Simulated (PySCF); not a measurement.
# [HO2]− (SMILES [O-]O): revPBE/def2-TZVPPD

What is the vertical ionisation energy of [HO2]− at revPBE/def2-TZVPPD? Input form: a Python script.

The results are computed with PySCF 2.14.0.

1 further run of the same task is left out (set aside as unsound or not needed).

### Step 1. The system as given

[HO2]− has 3 atoms, charge -1, and is taken as a singlet. As SMILES, `[O-]O`. Geometry: relaxed at PBE0-D4/def2-TZVPD.

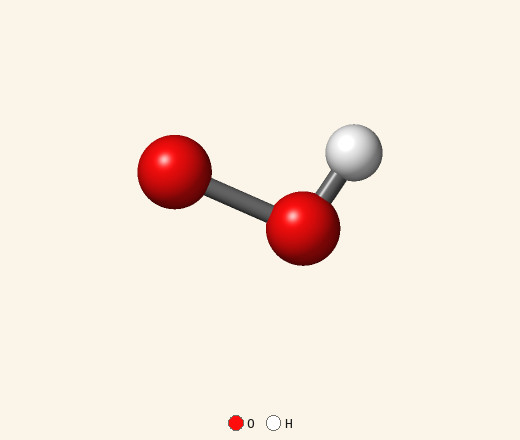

The structure, seen from a chosen angle (oxygen red, hydrogen white).

### Step 2. The energy at revPBE/def2-TZVPPD

input.py

```python
from pyscf import gto, dft

mol = gto.M(
    atom='O -0.357760 1.025590 -0.080830; O -0.242260 -0.445880 -0.180750; H 0.600030 -0.579720 0.261570',
    basis='def2-tzvppd',
    max_memory=1860,
    verbose=3,
    charge=-1,
    spin=0,
)

mf = dft.RKS(mol)
mf.xc = 'revpbe'
mf.grids.level = 5
mf.conv_tol = 1e-10
mf.kernel()
if not mf.converged:
    mf = mf.newton().run(mf.mo_coeff, mf.mo_occ)

energy = mf.e_tot
print(f'total energy: {energy:.8f} hartree')
```

Run with:

```sh
$ OMP_NUM_THREADS=1 python input.py
```

Output:

```text
converged SCF energy = -150.972493454928
total energy: -150.97249345 hartree
```

Run time: 13 s. Hardware: 1 thread of Arm Neoverse N1, shared host; peak memory 0.46 GiB.

### Step 3. Doublet neutral HO2 at the same level

input.py

```python
from pyscf import gto, dft

mol = gto.Mole()
mol.atom = 'O -0.357760 1.025590 -0.080830; O -0.242260 -0.445880 -0.180750; H 0.600030 -0.579720 0.261570'
mol.basis = 'def2-tzvppd'
mol.verbose = 3
mol.spin = 1
mol.max_memory = 1860
mol.build()

mf = dft.UKS(mol, xc='revpbe')
mf.conv_tol = 1e-10
mf.grids.level = 5
mf.kernel()
if not mf.converged:
    mf = mf.newton().run(mf.mo_coeff, mf.mo_occ)

e_tot = mf.e_tot
print('Final energy', e_tot)
```

Run with:

```sh
$ OMP_NUM_THREADS=1 python input.py
```

Output:

```text
WARN: HOMO -0.292923102350991 >= LUMO -0.292923102350986

converged SCF energy = -150.932537147558  <S^2> = 0.75283981  2S+1 = 2.0028378
Final energy -150.93253714755764
```

Run time: 22 s. Hardware: 1 thread of Arm Neoverse N1, shared host; peak memory 0.48 GiB.

### Step 4. Results

At revPBE/def2-TZVPPD:

| quantity | value |
| --- | --- |
| singlet [HO2]−: total energy | -150.97249 Eh |
| singlet [HO2]−: HOMO energy | 2.93 eV |
| singlet [HO2]−: LUMO energy | 4.24 eV |
| singlet [HO2]−: HOMO–LUMO gap (to an unbound level, set by the basis) | 1.31 eV |
| doublet neutral HO2: total energy | -150.93254 Eh |
| doublet neutral HO2: dipole moment | 2.04 D |
| doublet neutral HO2: HOMO energy (highest over α and β) | -6.76 eV |
| doublet neutral HO2: LUMO energy (lowest over α and β) | -5.42 eV |
| doublet neutral HO2: ⟨S²⟩ | 0.753 |
| vertical detachment energy (to the doublet neutral) | 1.087 eV |

**Reading.** Removing an electron at fixed nuclei costs 1.09 eV (25 kcal/mol). −ε(HOMO) before ionisation, -2.93 eV, is 4.02 eV below this ionisation energy. The HOMO (singlet [HO2]−) lies at positive energy, 2.93 eV, as semi-local functionals often give for anions; only total energies tell whether the electron is bound.
